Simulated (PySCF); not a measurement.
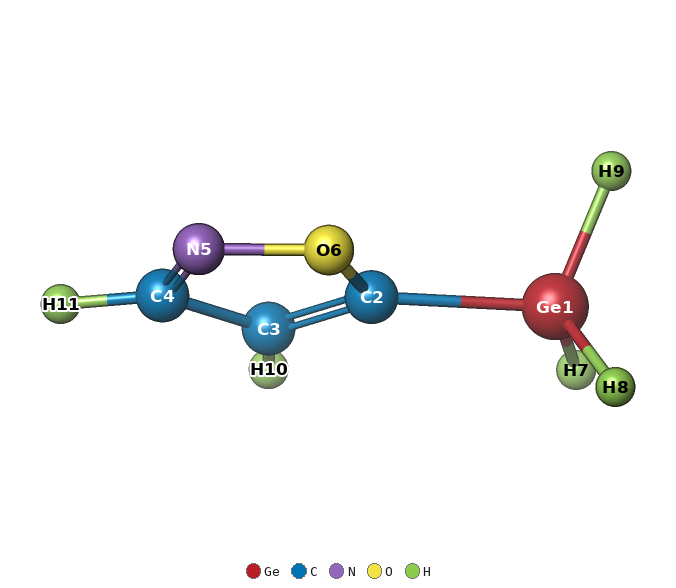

Distant atoms are faded towards the background colour. The computed structure is the end point of a PBE0-D3(BJ)/def2-SVP optimisation. No frequency run is at hand to confirm it as a minimum.

**How is the 5-membered ring C2–C3–C4–N5–O6 puckered?**

It is planar. The Cremer–Pople amplitude Q is 0.00 Å.

**Give the torsion angles round the ring, beginning with the bond from its second to its third atom.**

0°, 0°, 0°, 0°, 0°.
